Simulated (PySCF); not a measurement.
CH₅ClSi, SMILES Cl[SiH2]C at its CAM-B3LYP/def2-SVP optimised geometry (Å):

```
8

C      1.0836    -0.4615     0.0000
Si    -0.7807    -0.4615     0.0000
Cl    -1.4758     1.4950     0.0000
H      1.4758     0.0492    -0.8918
H      1.4756     0.0517     0.8905
H      1.4644    -1.4950     0.0015
H     -1.3179    -1.1318     1.2120
H     -1.3180    -1.1320    -1.2118
```

Level of theory: CAM-B3LYP/def2-TZVP run with PySCF 2.14.0. Cells within 0.4 Å of a nucleus heavier than hydrogen are left out (blank, or x).

Map of the deformation density (molecule minus spherical neutral atoms) (e/bohr³) on the plane z = 0.0 Å:

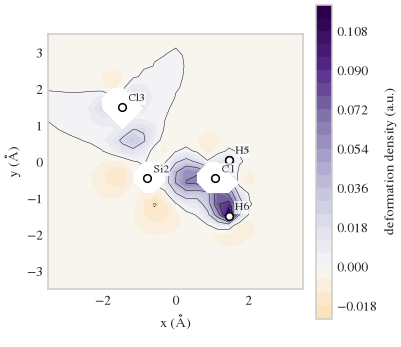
Deformation density (molecule minus spherical neutral atoms) (e/bohr³) on the plane z = 0.0 Å.
